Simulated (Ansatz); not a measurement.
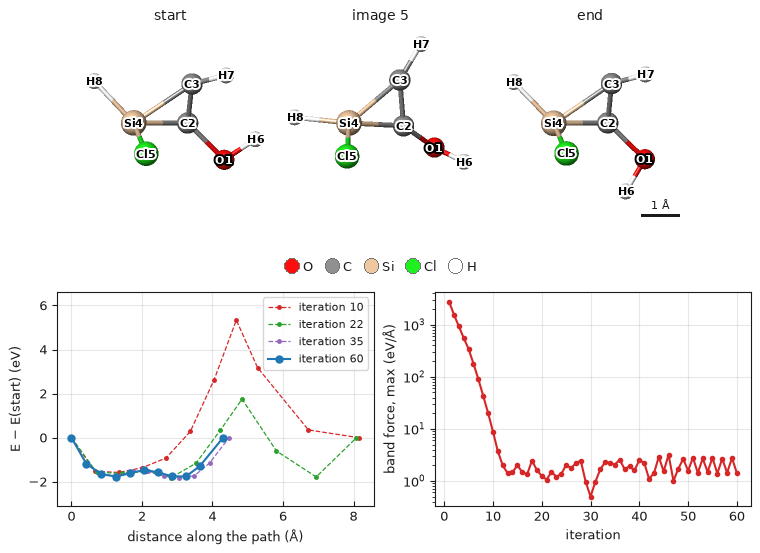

A search for the minimum-energy path of C2H3ClOSi by the nudged elastic band. Images are numbered from 0 (start) to 10 (end). The plot follows the band through its iterations. A ball-and-stick model, seen at a tilt.

Method: Ansatz 0.2.0, RKS PBE/6-31G*. Run with 9 movable images; climbing image; force threshold 0.03 eV/Å; iteration limit 60; starting path through a guess of the saddle point; end points as typed, not relaxed.

**Did the band converge, and can the barrier be trusted?**

The result isn't final. The band hadn't converged when the run stopped after 60 iterations. The largest component of the band force went from 2800 to 1.4 eV/Å. The end points weren't relaxed, so energies relative to them aren't barriers between minima. The first iteration put the highest image at 1008.49 eV. Relative to the start the highest point is image 0 at 0.00 eV and the end lies at 0.00 eV, but the profile dips to −1.77 eV at image 3 on the way, so there may be an intermediate minimum, or an end is no minimum.

The run took 26 min on 1 thread of Arm Neoverse V1 (shared host), peak memory 0.16 GiB.
